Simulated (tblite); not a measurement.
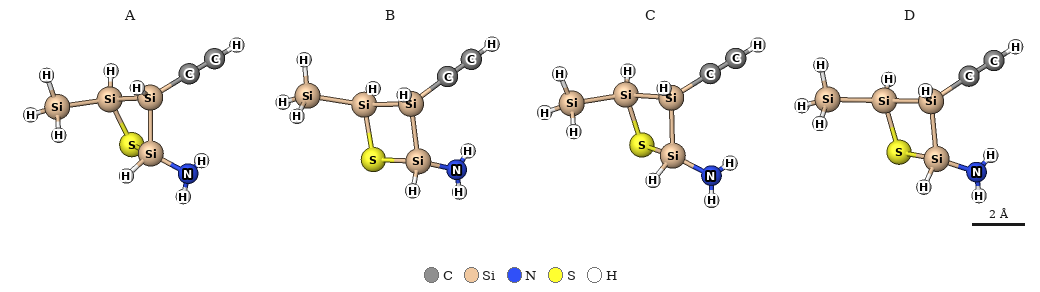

4 geometries from one relaxation of C$_{2}$H$_{9}$NSSi$_{4}$, in shuffled order. Style: ball-and-stick. Shown face on.

Method: GFN2-xTB geometry optimisation, gas phase in tblite. 

Q: Order the frames from highest to lowest energy.

A: A, C, D, B. They are steps 0, 34, 62, 128, at +16.8 kcal/mol, +1.95 kcal/mol, +0.66 kcal/mol relative to the last. The largest moves after the best rigid fit, 1.20 Å, are those of S and H atoms. Largest moves by element: H 1.20 Å, S 1.19 Å, Si 0.60 Å, N 0.55 Å, C 0.21 Å. Near-neighbour distances that change, for instance: Si–Si 2.878 → 3.212 Å, Si–Si 2.268 → 2.373 Å, Si–Si 2.251 → 2.330 Å, S–Si 2.136 → 2.206 Å. Bond angles that change, for instance: Si–Si–Si 109.5° → 125.8°, N–Si–S 103.9° → 115.3°, Si–Si–H 116.9° → 127.5°. Groups turn about S–Si by about 35°, S–Si by about 35°, Si–Si by about 30°. Over 128 geometry steps the energy falls by 16.8 kcal/mol.
